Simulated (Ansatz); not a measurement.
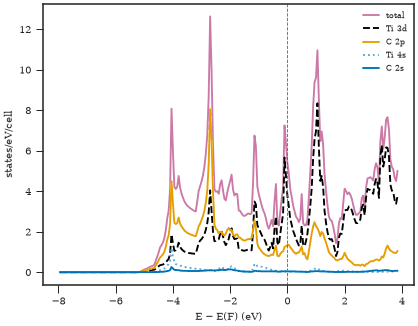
Fig. 1. Total and projected density of states of TiC in space group Pm-3m (No. 221; Ti on 3c, C on 3d), plane-wave PAW r²SCAN (Ansatz code)

Question: Which orbitals carry the states next to the Fermi level?

Answer: Within 0.5 eV of the Fermi level: Ti 3d 65 %, C 2p 29 %. Projections are on Löwdin-orthogonalised atomic valence shells; empty p or d shells of many metals are not among them.

Question: Where is the tallest occupied peak in this window, and what makes it?

Answer: Near -2.7 eV, about 13 states/eV per cell; the largest projected share is C 2p.

The start of the workflow was typed in or built on a structure type; neither database checked (COD, Materials Project) lists it. It is not the phase usual at ambient conditions (space group No. 225). The r²SCAN relaxation kept the symmetry of its start; whether a distortion lowers the energy is not shown. No spin polarisation was allowed. Its formation energy is positive at this level, so the cell may be metastable or incomplete.

Potentials: the earlier of the program's two PAW sets. The files were generated under PBE; for other functionals the program regenerates the frozen cores, and for LDA and PBEsol the local potential too.
